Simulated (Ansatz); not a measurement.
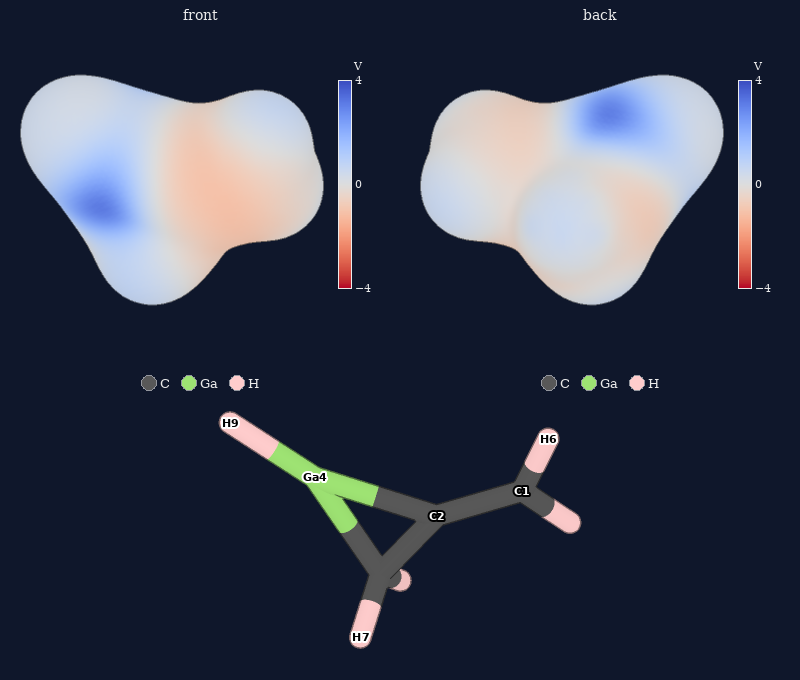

Figure 1: C₃H₅Ga (SMILES C=[C]1[CH2][GaH]1). The molecular electrostatic potential painted on the density surface at 0.002 e/bohr³, seen from the front and from behind; red is negative and blue positive. The bare structure is drawn below in the same view.

Geometry: PBE0-D4/def2-TZVP.

The calculation used RKS PBE0-D4/def2-TZVPP in Ansatz.

```xyz
9

C    -0.1823    1.1684   -1.1195
C     0.0792    0.4299   -0.0487
C     0.6079   -0.9733    0.1102
Ga   -0.6112   -0.3503    1.5429
H     0.1649    0.8747   -2.1112
H    -0.7375    2.0980   -1.0520
H     1.6146   -1.0191    0.5361
H     0.4815   -1.6950   -0.6974
H    -1.4172   -0.5332    2.8397
```

Describe the electrostatic potential map.

Answer. The most negative region (about −1.1 V) lies over C1 and C2, the most positive (about +3.0 V) over Ga4.
